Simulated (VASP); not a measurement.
Band structure of WC (wc). All values below come from PBE GGA with D3 dispersion (zero damping), VASP's PBE PAW potentials (set 64) (plane waves; VASP).

Unless said otherwise, spin-orbit coupling is left out, though it shifts the bands of the heavy elements here.

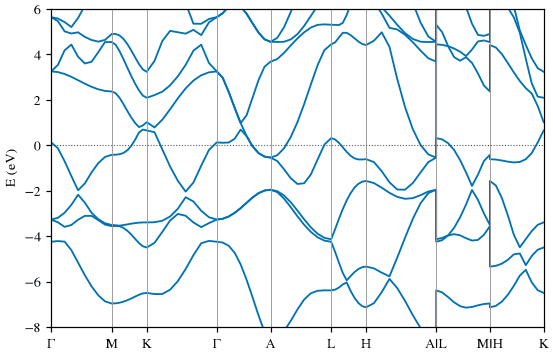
Figure: Bands along high-symmetry lines, zero at the valence-band maximum or, without a gap, the Fermi level

Problem. Read the plot: is there a gap, and where are the band edges?

Solution. It has no gap at this level: it comes out as a metal or semimetal. (Edges off the drawn lines would not show.)

The compound is WC in the wc structure. It was relaxed first.
